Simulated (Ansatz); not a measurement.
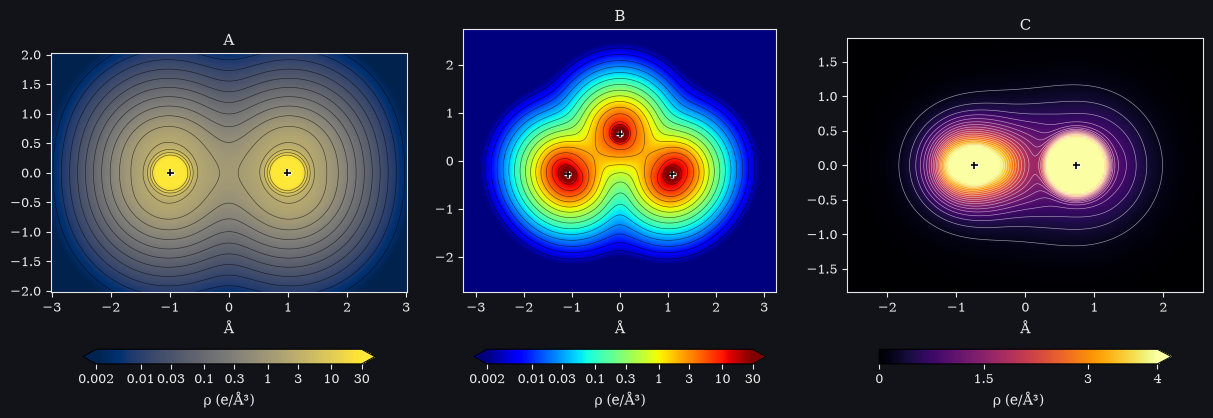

The electron density of 3 systems, each on a plane through atoms (crosses mark nuclei in the plane).

These are results of RKS PBE0-D4/def2-TZVPP in Ansatz 0.2.0, not measurements.

System 1: Cl2, a plane that holds the molecular axis. Geometry: PBE0-D4/def2-TZVP.

```xyz
2

Cl    0.8457   -0.2816    0.4336
Cl   -0.8457    0.2816   -0.4336
```

System 2: PN (SMILES N#P), a plane that holds the molecular axis. Geometry: PBE0-D4/def2-TZVP.

```
atom   x (Å)   y (Å)   z (Å)
   N  0.0000  0.0000  0.0057
   P  0.0000  0.0000  1.4851
```

System 3: OF2 (SMILES FOF), the molecular plane. Geometry: PBE0-D4/def2-TZVP.

| atom | x (Å) | y (Å) | z (Å) |
| --- | --- | --- | --- |
| F | 0.0000 | 1.0874 | -0.2608 |
| O | 0.0000 | 0.0000 | 0.5901 |
| F | 0.0000 | -1.0874 | -0.2608 |

Q: Match each panel to its system.

A: Panel A is system 1, Cl2: the plane holds Cl. Cl–Cl (1.98 Å): the density is about 1.1 e/Å³ at the midpoint. Panel B is system 3, OF2: the plane holds F and O. O–F (1.38 Å): the density is about 2.2 e/Å³ at the midpoint. Panel C is system 2, PN: the plane holds N and P. P–N (1.48 Å): ρ is about 2 e/Å³ halfway.
